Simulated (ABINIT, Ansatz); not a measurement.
# SiC (Moissanite 3C): Raman and infrared activity

Which lines does SiC (Moissanite 3C) show in Raman and infrared spectra?

Calculated with ABINIT 10.8.3; DFT LDA, scalar-relativistic, plane waves, PseudoDojo norm-conserving pseudopotentials.

**What experiment says.**

For SiC, 3C polytype (zincblende) (single crystals from silicon oxide and carbon black reaction at 2800 K, annealed in air), “On melting of silicon carbide under pressure” (2012, arxiv:1210.3244) quotes earlier work: lattice constant a (a of cubic 3C-SiC starting crystals) 4.357 Å [Starting-material characterisation; no method, uncertainty or temperature given].

For SiC, 3C (beta, cubic zinc blende) (literature average; scatter up to 0.2), “Infrared properties of SiC particles” (1999, arxiv:astro-ph/9903031) quotes earlier work: ε∞ (high-frequency dielectric constant) 6.49 [average of published experimental values; polytype label garbled in the row, 3C inferred …].

“Non-Destructive Mechanical Characterization of Sic Fibers by Raman Spectroscopy” (2007, arxiv:cond-mat/0701342) reports for SiC, beta-SiC (3C, zinc blende), by micro-Raman backscattering, 514.5 nm (near-stoichiometric polycrystalline SiC fibers (Hi-S, SA, Sylramic; C/Si below 1.1), cross sections, 300 K): Raman mode (TO at Gamma (degenerate TO1/TO2), approximate peak position) about 796 cm⁻¹ [polymer-derived SiC fibers with excess carbon and stacking disorder; satellite line near …].

“Optical properties of silicon carbide for astrophysical applications I. New laboratory infrared reflectance spectra and optical constants” (2008, arxiv:0803.1210) reports for SiC, 3C (zinc blende), by FTIR reflectance, classical dispersion analysis (high-purity CVD 3C-SiC wafer, 292 K): infrared mode (TO at Gamma) about 797.5 cm⁻¹ [TO position from reflectance band and dispersion fit; imperfect surface polish].

## Step 1: The structure

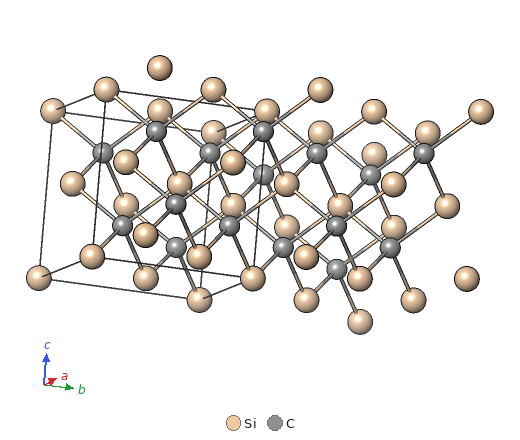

The starting structure, seen from a free direction (silicon light orange, carbon grey). 2×2×1 cells are drawn. This picture shows the conventional cell, with its axes. Bonds to atoms that aren't drawn are left out. Some periodic images of atoms are drawn too.

## Step 2: Relaxing the cell and atoms

Frequencies change by per cents with a per cent of volume, so the structure is first brought to rest at this level of theory.

The starting cell comes from a relaxation made beforehand in Ansatz (LDA, PseudoDojo NC).

File relax.abi:

```
# relaxation
ionmov 2
optcell 2
ecutsm 0.5
dilatmx 1.08
ntime 40
tolmxf 1.0d-05
tolvrs 1.0d-14
prtwf 0
prtden 0
chksymtnons 0

# basis, mesh and filling
ecut 37.0
ngkpt 10 10 10
nshiftk 4
shiftk 
    0.5 0.5 0.5
    0.5 0 0
    0 0.5 0
    0 0 0.5
istwfk *1
occopt 1
nband 4
nstep 100
diemac 9.0
prtebands 0
prtgsr 0

# cell and atoms
acell 5.780184196 5.780184196 5.780184196
rprim 
    0.0 0.7071067812 0.7071067812
    0.7071067812 0.0 0.7071067812
    0.7071067812 0.7071067812 0.0
ntypat 2
znucl 14 6
natom 2
typat 1 2
xred 
    0.0 0.0 0.0
    0.25 0.25 0.25
pp_dirpath "./pseudo"
pseudos "Si.upf, C.upf"
```

Launch:

```console
> OMP_NUM_THREADS=1 mpirun -n 8 abinit relax.abi > relax.log
```

Numbers of over 12 decimals in the logs are rounded to 6 here.

relax.abo, the main output file:

```text
[banners, grids, parts of the stress and lines that vanish by symmetry left out]
- input  file    -> relax.abi
- output file    -> relax.abo
- root for input  files -> relaxi
[...]
Symmetries : space group F-4 3 m (#216); Bravais cF (face-center cubic)
[...]
mpw =        1874          nfft =       46656          nkpt =         110
[...]
== DATASET  1 ==================================================================
[...]
cutoff_energies: {ecut:  37.0, pawecutdg:  -1.0, }
[...]
ETOT  1  -10.219987204289    -1.022E+01 2.791E-01 5.092E+02
 ETOT  2  -10.278106359437    -5.812E-02 4.442E-05 2.173E+02
 ETOT  3  -10.316521965551    -3.842E-02 6.003E-04 8.971E-01
 ETOT  4  -10.316665802470    -1.438E-04 1.739E-06 6.883E-03
 ETOT  5  -10.316666566350    -7.639E-07 1.752E-08 2.421E-04
[...]
At SCF step   10       vres2   =  6.34E-15 < tolvrs=  1.00E-14 =>converged.
[...]
sigma(1 1)=  1.77643392E-07  sigma(3 2)=  0.00000000E+00
  sigma(2 2)=  1.77643392E-07  sigma(3 1)=  0.00000000E+00
  sigma(3 3)=  1.77643392E-07  sigma(2 1)=  0.00000000E+00
[...]
convergence: {deltae: -9.059E-14, res2:  6.342E-15, residm:  1.145E-17, diffor: null, }
etotal    :  -1.03166666E+01
[...]
ETOT  1  -10.316666602677    -1.032E+01 2.662E-10 3.031E-06
[...]
ETOT  5  -10.316666603163     4.494E-13 4.787E-17 1.077E-13
 ETOT  6  -10.316666603163    -2.309E-13 5.481E-19 8.998E-16
 At SCF step    6       vres2   =  9.00E-16 < tolvrs=  1.00E-14 =>converged.
[...]
sigma(1 1)=  5.44048988E-08  sigma(3 2)=  0.00000000E+00
  sigma(2 2)=  5.44048988E-08  sigma(3 1)=  0.00000000E+00
  sigma(3 3)=  5.44048988E-08  sigma(2 1)=  0.00000000E+00
[...]
convergence: {deltae: -2.309E-13, res2:  8.998E-16, residm:  5.481E-19, diffor: null, }
etotal    :  -1.03166666E+01
[...]
At Broyd/MD step   2, gradients are converged :
[...]
sigma(1 1)=  5.44048988E-08  sigma(3 2)=  0.00000000E+00
  sigma(2 2)=  5.44048988E-08  sigma(3 1)=  0.00000000E+00
  sigma(3 3)=  5.44048988E-08  sigma(2 1)=  0.00000000E+00
[...]
- sigma(1 1)=  1.60064738E-03  sigma(3 2)=  0.00000000E+00
- sigma(2 2)=  1.60064738E-03  sigma(3 1)=  0.00000000E+00
- sigma(3 3)=  1.60064738E-03  sigma(2 1)=  0.00000000E+00
[...]
fcart     -0.0000000000E+00 -0.0000000000E+00 -0.0000000000E+00
           strten      5.4404898800E-08  5.4404898800E-08  5.4404898800E-08
================================================================================

[key lines of the parts left out:]
pressure_GPa:  -1.6006E-03
Total energy (etotal) [Ha]= -1.03166666031630E+01
```

It took 23 s on 8 MPI ranks of AMD EPYC 7571, shared host.

Little changed from the start: no atom moved by 0.005 Å and no cell edge by 0.1 %.

This step gave:

```
volume per atom : 10.12 Å³
pressure        : -0.001601 GPa
```

## Step 3: Ground state

First-order wavefunctions inherit every error of the ground state, hence the very tight tolvrs. The mesh is shifted off Γ, since shifted meshes converge sums over the zone faster.

File gs.abi:

```
# ground state
tolvrs 1.0d-16
prtden 1
prtwf 1

# basis, mesh and filling
ecut 37.0
ngkpt 12 12 12
nshiftk 4
shiftk 
    0.5 0.5 0.5
    0.5 0 0
    0 0.5 0
    0 0 0.5
istwfk *1
occopt 1
nband 4
nstep 100
diemac 9.0
prtebands 0
prtgsr 0

# cell and atoms
acell 5.780153392 5.780153392 5.780153392
rprim 
    0.0 0.7071067812 0.7071067812
    0.7071067812 0.0 0.7071067812
    0.7071067812 0.7071067812 0.0
ntypat 2
znucl 14 6
natom 2
typat 1 2
xred 
    0.0 0.0 0.0
    0.25 0.25 0.25
pp_dirpath "./pseudo"
pseudos "Si.upf, C.upf"
```

Launch:

```console
> OMP_NUM_THREADS=1 mpirun -n 8 abinit gs.abi > gs.log
```

gs.abo, the main output file:

```text
[banners, grids, parts of the stress and lines that vanish by symmetry left out]
- input  file    -> gs.abi
- output file    -> gs.abo
- root for input  files -> gsi
[...]
Symmetries : space group F-4 3 m (#216); Bravais cF (face-center cubic)
[...]
mpw =        1479          nfft =       32768          nkpt =         182
[...]
== DATASET  1 ==================================================================
[...]
cutoff_energies: {ecut:  37.0, pawecutdg:  -1.0, }
[...]
ETOT  1  -10.220846842082    -1.022E+01 2.763E-01 3.682E+02
 ETOT  2  -10.275128927725    -5.428E-02 1.863E-04 1.647E+02
 ETOT  3  -10.316570338673    -4.144E-02 6.386E-04 4.755E-01
 ETOT  4  -10.316680607215    -1.103E-04 1.387E-06 6.747E-03
 ETOT  5  -10.316681711547    -1.104E-06 1.773E-08 9.244E-05
[...]
ETOT 11  -10.316681729815     3.464E-13 7.909E-20 3.871E-16
 ETOT 12  -10.316681729815     1.368E-13 2.535E-21 1.812E-18
 At SCF step   12       vres2   =  1.81E-18 < tolvrs=  1.00E-16 =>converged.
[...]
sigma(1 1)=  1.15784500E-05  sigma(3 2)=  0.00000000E+00
  sigma(2 2)=  1.15784500E-05  sigma(3 1)=  0.00000000E+00
  sigma(3 3)=  1.15784500E-05  sigma(2 1)=  0.00000000E+00
[...]
convergence: {deltae:  1.368E-13, res2:  1.812E-18, residm:  2.535E-21, diffor: null, }
etotal    :  -1.03166817E+01
[...]
sigma(1 1)=  1.15784500E-05  sigma(3 2)=  0.00000000E+00
  sigma(2 2)=  1.15784500E-05  sigma(3 1)=  0.00000000E+00
  sigma(3 3)=  1.15784500E-05  sigma(2 1)=  0.00000000E+00
[...]
- sigma(1 1)=  3.40649759E-01  sigma(3 2)=  0.00000000E+00
- sigma(2 2)=  3.40649759E-01  sigma(3 1)=  0.00000000E+00
- sigma(3 3)=  3.40649759E-01  sigma(2 1)=  0.00000000E+00
[...]
fcart     -0.0000000000E+00 -0.0000000000E+00 -0.0000000000E+00
           strten      1.1578449967E-05  1.1578449967E-05  1.1578449967E-05
================================================================================

[key lines of the parts left out:]
pressure_GPa:  -3.4065E-01
```

Run time: 17 s. Hardware: 8 MPI ranks; 2.2 min of CPU time.

This step gave:

```yaml
pressure: -0.3406 GPa
```

The cell stands at -0.34 GPa: the relaxation ran with a smoothed cutoff and on another k mesh.

## Step 4: Empty bands

Empty bands on the ground state's density check that the gap assumed so far is there in this cell.

File gap.abi:

```
# empty bands on the ground state's density
iscf -2
getden_filepath "gso_DEN"
tolwfr 1.0d-12
nbdbuf 2
prtwf 0

# basis, mesh and filling
ecut 37.0
ngkpt 12 12 12
nshiftk 1
shiftk 0.0 0.0 0.0
istwfk *1
occopt 1
nband 8
nstep 100
diemac 9.0
prtebands 0
prtgsr 0

# cell and atoms
acell 5.780153392 5.780153392 5.780153392
rprim 
    0.0 0.7071067812 0.7071067812
    0.7071067812 0.0 0.7071067812
    0.7071067812 0.7071067812 0.0
ntypat 2
znucl 14 6
natom 2
typat 1 2
xred 
    0.0 0.0 0.0
    0.25 0.25 0.25
pp_dirpath "./pseudo"
pseudos "Si.upf, C.upf"
```

Launch:

```console
> OMP_NUM_THREADS=1 mpirun -n 8 abinit gap.abi > gap.log
```

gap.abo, the main output file:

```text
[banners, grids, parts of the stress and lines that vanish by symmetry left out]
- input  file    -> gap.abi
- output file    -> gap.abo
- root for input  files -> gapi
[...]
Symmetries : space group F-4 3 m (#216); Bravais cF (face-center cubic)
[...]
mpw =        1484          nfft =       32768          nkpt =          72
[...]
== DATASET  1 ==================================================================
[...]
cutoff_energies: {ecut:  37.0, pawecutdg:  -1.0, }
[...]
-outvars: echo values of variables after computation
            acell      5.7801533920E+00  5.7801533920E+00  5.7801533920E+00 Bohr
================================================================================
```

Elapsed: 10 s, on 8 MPI ranks.

Numbers from this step:

```yaml
gap_on_the_k_mesh: 1.311 eV
```

In this cell the gap on the mesh is 1.3 eV, indirect (smallest direct 4.6 eV), so fixed occupations hold.

## Step 5: Zone-centre response

The derivative of the wavefunctions by k comes first, since the response to a field is built on it; then the field and the displacements that symmetry doesn't supply are solved at q = 0. By the 2n+1 theorem the first-order wavefunctions also give third derivatives: Raman tensors and the non-linear susceptibility.

It reads the wavefunctions written in step 3.

File dfpt_gamma.abi:

```
ndtset 3

# common to the responses
getwfk_filepath "gso_WFK"
kptopt 2
nqpt 1
qpt 0.0 0.0 0.0
asr 0
chneut 0

# d/dk
rfelfd1 2
rfdir1 1 1 1
iscf1 -3
tolwfr1 1.0d-20

# displacements, field
rfphon2 1
rfatpol2 1 2
rfdir2 1 1 1
rfelfd2 3
getddk2 1
tolvrs2 1.0d-10
prepanl2 1
prtden2 1

# third order
optdriver3 5
getden_filepath3 "gso_DEN"
get1den3 2
get1wf3 2
getddk3 1
d3e_pert1_elfd3 1
d3e_pert1_phon3 1
d3e_pert1_atpol3 1 2
d3e_pert1_dir3 1 1 1
d3e_pert2_elfd3 1
d3e_pert2_dir3 1 1 1
d3e_pert3_elfd3 1
d3e_pert3_dir3 1 1 1
usepead3 1
tolvrs3 1.0d-10

# basis, mesh and filling
ecut 37.0
ngkpt 12 12 12
nshiftk 4
shiftk 
    0.5 0.5 0.5
    0.5 0 0
    0 0.5 0
    0 0 0.5
istwfk *1
occopt 1
nband 4
nstep 100
diemac 9.0
prtebands 0
prtgsr 0

# cell and atoms
acell 5.780153392 5.780153392 5.780153392
rprim 
    0.0 0.7071067812 0.7071067812
    0.7071067812 0.0 0.7071067812
    0.7071067812 0.7071067812 0.0
ntypat 2
znucl 14 6
natom 2
typat 1 2
xred 
    0.0 0.0 0.0
    0.25 0.25 0.25
pp_dirpath "./pseudo"
pseudos "Si.upf, C.upf"
```

Launch:

```console
> OMP_NUM_THREADS=1 mpirun -n 8 abinit dfpt_gamma.abi > dfpt_gamma.log
```

dfpt_gamma.abo, the main output file:

```text
[banners, grids, parts of the stress and lines that vanish by symmetry left out]
- input  file    -> dfpt_gamma.abi
- output file    -> dfpt_gamma.abo
- root for input  files -> dfpt_gammai
[...]
DATASET    1 : space group F-4 3 m (#216); Bravais cF (face-center cubic)
[...]
nfft =       32768          nkpt =        3456
[...]
DATASET    2 : space group F-4 3 m (#216); Bravais cF (face-center cubic)
[...]
nfft =       32768          nkpt =        3456
[...]
DATASET    3 : space group F-4 3 m (#216); Bravais cF (face-center cubic)
[...]
mpw =        1479          nfft =       32768          nkpt =        3456
[...]
== DATASET  1 ==================================================================
[...]
cutoff_energies: {ecut:  37.0, pawecutdg:  -1.0, }
[...]
-  6.00000   4.00000  180309                  znucl, zion, pspdat
[...]
Perturbation : derivative vs k along direction   1
[...]
-ETOT  1  -13.934277239680     -1.393E+01 3.317E-01 0.000E+00
 ETOT  2  -13.979031983998     -4.475E-02 2.981E-03 0.000E+00
 ETOT  3  -13.979339330337     -3.073E-04 3.080E-05 0.000E+00
 ETOT  4  -13.979342106269     -2.776E-06 3.521E-07 0.000E+00
 ETOT  5  -13.979342134753     -2.848E-08 4.419E-09 0.000E+00
[...]
At SCF step   12   max residual=  1.00E-20 < tolwfr=  1.00E-20 =>converged.
[...]
Perturbation : derivative vs k along direction   2
[...]
-ETOT  1  -13.934277239501     -1.393E+01 3.317E-01 0.000E+00
[...]
At SCF step   12   max residual=  1.00E-20 < tolwfr=  1.00E-20 =>converged.
[...]
Perturbation : derivative vs k along direction   3
[...]
-ETOT  1  -13.934277239322     -1.393E+01 3.317E-01 0.000E+00
[...]
At SCF step   12   max residual=  1.00E-20 < tolwfr=  1.00E-20 =>converged.
[...]
1        1       1.9221321388    0.0000000000
     1        2       0.9610660694    0.0000000000
     1        3       0.9610660694    0.0000000000
     2        1       0.9610660694    0.0000000000
     2        2       1.9221321389    0.0000000000
     2        3       0.9610660694   -0.0000000000
     3        1       0.9610660694    0.0000000000
     3        2       0.9610660694   -0.0000000000
     3        3       1.9221321389    0.0000000000
[...]
== DATASET  2 ==================================================================
[...]
cutoff_energies: {ecut:  37.0, pawecutdg:  -1.0, }
[...]
Perturbation : displacement of atom   1   along direction   1
[...]
-ETOT  1   6.888192     -4.532E+01 3.387E-01 2.755E+02
[...]
At SCF step    8       vres2   =  9.65E-13 < tolvrs=  1.00E-10 =>converged.
[...]
Perturbation : displacement of atom   2   along direction   1
[...]
-ETOT  1   8.830194     -5.686E+02 1.767E+00 4.757E+03
[...]
At SCF step    8       vres2   =  2.21E-11 < tolvrs=  1.00E-10 =>converged.
[...]
Perturbation : homogeneous electric field along direction   1
[...]
-ETOT  1  -110.45903242590     -1.105E+02 5.250E+00 7.571E+03
[...]
At SCF step    9       vres2   =  4.39E-11 < tolvrs=  1.00E-10 =>converged.
[...]
Perturbation : homogeneous electric field along direction   2
[...]
-ETOT  1  -110.45903242593     -1.105E+02 5.250E+00 7.571E+03
[...]
At SCF step    9       vres2   =  4.39E-11 < tolvrs=  1.00E-10 =>converged.
[...]
Perturbation : homogeneous electric field along direction   3
[...]
-ETOT  1  -110.45903242596     -1.105E+02 5.250E+00 7.571E+03
[...]
ETOT  8  -113.05953594389     -4.609E-11 1.220E-12 2.540E-09
 ETOT  9  -113.05953594389     -1.464E-12 1.073E-14 4.390E-11
 At SCF step    9       vres2   =  4.39E-11 < tolvrs=  1.00E-10 =>converged.
[...]
Dielectric tensor, in cartesian coordinates,
[...]
1    4   1    4         6.8700486546        -0.0000000000
   1    4   2    4        -0.0000000000        -0.0000000000
   1    4   3    4         0.0000000000        -0.0000000000
   2    4   1    4        -0.0000000000        -0.0000000000
   2    4   2    4         6.8700486546        -0.0000000000
   2    4   3    4        -0.0000000000        -0.0000000000
   3    4   1    4         0.0000000000        -0.0000000000
   3    4   2    4        -0.0000000000        -0.0000000000
   3    4   3    4         6.8700486546        -0.0000000000
  Effective charges, in cartesian coordinates,
[...]
1    1   1    4         2.7222478321         0.0000000000
   2    1   1    4         0.0000000000         0.0000000000
   3    1   1    4        -0.0000000000         0.0000000000
   1    2   1    4        -2.7221531831         0.0000000000
   2    2   1    4        -0.0000000000         0.0000000000
[...]
Effective charges, in cartesian coordinates,
[...]
2    4   1    2         0.0000000000         0.0000000000
   3    4   1    2         0.0000000000         0.0000000000
   1    4   2    2         0.0000000000         0.0000000000
   2    4   2    2        -2.7221531932         0.0000000000
   3    4   2    2         0.0000000000         0.0000000000
   1    4   3    2         0.0000000000         0.0000000000
   2    4   3    2         0.0000000000         0.0000000000
   3    4   3    2        -2.7221531932         0.0000000000
  Phonon wavevector (reduced coordinates) :  0.00000  0.00000  0.00000
 Phonon energies in Hartree :
[...]
Phonon frequencies in cm-1    :
-  4.033639E-01  4.033640E-01  4.033643E-01  7.979953E+02  7.979953E+02
-  7.979953E+02
  Phonon at Gamma, with non-analyticity in the
[...]
Phonon energies in Hartree :
[...]
Phonon frequencies in cm-1    :
-  4.033639E-01  4.033640E-01  4.034334E-01  7.979953E+02  7.979953E+02
-  9.739440E+02
  Phonon at Gamma, with non-analyticity in the
[...]
Phonon energies in Hartree :
[...]
Phonon frequencies in cm-1    :
-  4.033639E-01  4.033643E-01  4.034331E-01  7.979953E+02  7.979953E+02
-  9.739440E+02
  Phonon at Gamma, with non-analyticity in the
[...]
Phonon energies in Hartree :
[...]
Phonon frequencies in cm-1    :
-  4.033640E-01  4.033643E-01  4.034330E-01  7.979953E+02  7.979953E+02
-  9.739440E+02
[...]
== DATASET  3 ==================================================================
[...]
cutoff_energies: {ecut:  37.0, pawecutdg:  -1.0, }
[...]
j1 : displacement of atom   1 along direction   1
[...]
j1 : displacement of atom   2 along direction   1
[...]
j2 : displacement of atom   1 along direction   1
[...]
j2 : displacement of atom   2 along direction   1
[...]
j2 : displacement of atom   1 along direction   1
[...]
j2 : displacement of atom   2 along direction   1
[...]
1          1        0.000000001       -0.000000000       -0.000000000
[...]
1          2       -0.000000001        0.000000001       -0.051592255
[...]
1          3        0.000000001       -0.051592255        0.000000001
[...]
2          1       -0.000000003       -0.000000000       -0.000000000
[...]
2          2        0.000000003       -0.000000003        0.051580707
[...]
2          3       -0.000000003        0.051580707       -0.000000003
[...]
strten2     0.0000000000E+00  0.0000000000E+00  0.0000000000E+00
           strten3     0.0000000000E+00  0.0000000000E+00  0.0000000000E+00
================================================================================
```

The job ended after 19 min (8 MPI ranks; 2.5 h of CPU time).

This step gave:

```
miss of the charge sum rule                                       : 9.46e-5 e
largest acoustic frequency at the zone centre before the sum rule : 0.4 cm⁻¹
highest optical zone-centre mode (no LO-TO term)                  : 798 cm⁻¹
lowest optical zone-centre mode                                   : 798 cm⁻¹
mean high-frequency dielectric constant                           : 6.87
largest Born charge in size (third of the trace)                  : 2.722 e
```

Born charge (rows field, columns displacement), before the sum rule (e), principal values of the symmetric part by kind of site:

| atom | atoms with these values | low | middle | high | mean |
| --- | --- | --- | --- | --- | --- |
| Si1 | 1 | 2.72 | 2.72 | 2.72 | 2.72 |
| C2 | 1 | -2.72 | -2.72 | -2.72 | -2.72 |

In full for Si1:

```
2.72 0.00 0.00
0.00 2.72 0.00
0.00 0.00 2.72
```

High-frequency dielectric tensor:

```
6.87 0.00 0.00
0.00 6.87 0.00
0.00 0.00 6.87
```

The acoustic modes at Γ come out as far as 0.4 cm⁻¹ from zero, where they should vanish, a small numerical error; the Born charges miss their sum rule by 9.5e-5 e, which is good.

[end of part 1 of 3]

[Host names and launcher messages were left out of these logs when they were recorded.]

[Logs are printed without paths, hosts, clocks, repeated set-up lines and the standing remarks that a program may print on its own settings, such as how far it seeks lower states.]

[Hosts, paths, dates, database ids (printed as entryN), source tags and the programs' standing remarks are cut or masked in the printed files.]
